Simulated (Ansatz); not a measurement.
**Single-point calculation, with input and output: Si3H6F2**

The run: single-point calculation of Si3H6F2. Method and program: RKS wB97X-V/def2-TZVPP (Ansatz 0.2.0).

The geometry comes from this level: PBE0-D4/def2-TZVP.

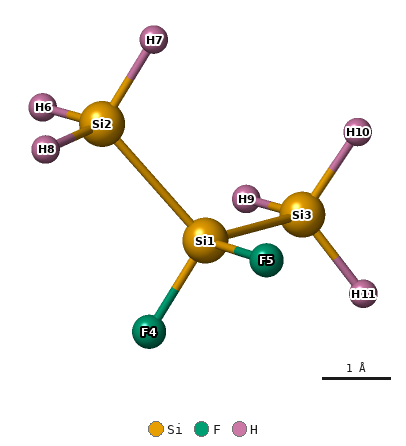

Figure 1. The structure as given in the input (ball-and-stick view, seen at a tilt; atoms are numbered from 1 in the order of the input).

Key numbers:

```json
{"quantity": "outcome", "value": "converged"}
{"quantity": "total energy", "value": "−29165.3496 eV"}
{"quantity": "SCF solution under orbital rotations", "value": "stable"}
{"quantity": "hardware", "value": "4 CPU threads, shared host"}
{"quantity": "wall time", "value": "6.5 s (CPU time 24 s)"}
{"quantity": "peak memory", "value": "1.1 GiB"}
```

The input:
```yaml
crystal:
  periodic: [false, false, false]
  atoms:
    - {symbol: Si, position_ang: [0.139951, 0.229356, -1.678674]}
    - {symbol: Si, position_ang: [1.740191, -1.490045, -1.761410]}
    - {symbol: Si, position_ang: [-1.936003, -0.311745, -0.718746]}
    - {symbol: F, position_ang: [-0.113841, 0.756285, -3.168753]}
    - {symbol: F, position_ang: [0.764156, 1.462798, -0.871589]}
    - {symbol: H, position_ang: [1.189319, -2.622760, -2.551757]}
    - {symbol: H, position_ang: [2.018016, -1.957755, -0.377480]}
    - {symbol: H, position_ang: [2.998084, -1.007234, -2.388429]}
    - {symbol: H, position_ang: [-2.544766, -1.430364, -1.486387]}
    - {symbol: H, position_ang: [-1.718202, -0.752326, 0.684712]}
    - {symbol: H, position_ang: [-2.846299, 0.862806, -0.739070]}
basis:
  gaussian: {orbitals: def2-TZVPP}
hamiltonian: {xc: {name: wB97X-V}}
```

Command:
```bash
ansatz run in.yaml --threads 4 --pin off --events-out ev --progress --plain --max-ram 66560MiB --backend cpu
```

The program's output:
```
Functional definition: wB97X-V
  name "wB97X-V"
  cite "Mardirossian & Head-Gordon, Phys. Chem. Chem. Phys. 16, 9904 (2014) doi:10.1039/C3CP54374A"
  cite "Becke, J. Chem. Phys. 107, 8554 (1997) doi:10.1063/1.475007"
  cite "Vydrov & Van Voorhis, J. Chem. Phys. 133, 244103 (2010) doi:10.1063/1.3521275"
  parameter omega = 0.3/bohr
  parameter cx = 0.167
  parameter cx1 = 0.603
  parameter cx2 = 1.194
  parameter css0 = 0.556
  parameter css1 = -0.257
  parameter cos0 = 1.219
  parameter cos1 = -1.850
  parameter b = 6.0
  parameter c = 0.01
  exchange = spin_sum(e_x_unif_sr(omega)*poly(b97_u_x, 1 - cx, cx1, cx2)) + cx*exact_x_sr(omega) + exact_x_lr(omega)
  correlation = spin_sum(e_c_pw_same_spin*poly(b97_u_same, css0, css1))
      + integral(e_c_pw_opposite_spin*poly(b97_u_opposite, cos0, cos1)) + vv10(b, c)
1539 factors; their error is unknown
336 factors; integrals over basis functions are off by at most 8.6e-6 eV
mean field evaluation 1: about -29162.3397 eV, gradient 4.2e1 eV
mean field evaluation 2: about -29162.1078 eV, gradient 5.1e1 eV
mean field evaluation 4: about -29165.3078 eV, gradient 4.9e-1 eV
mean field evaluation 8: about -29165.3496 eV, gradient 1.7e-1 eV
mean field -29165.34961852 eV, -1071.8068294965 hartree, gradient 5.5e-5 eV, S^2 0.000000; 0 other end points of the search recorded, 0 dependent functions left out
reference -29165.34961596 eV, -1071.8068294026 hartree; 33, 33 occupied and 239, 239 virtual orbitals, 1539 factors
Total energy: -29165.34961596 eV, -1071.8068294026 hartree
```
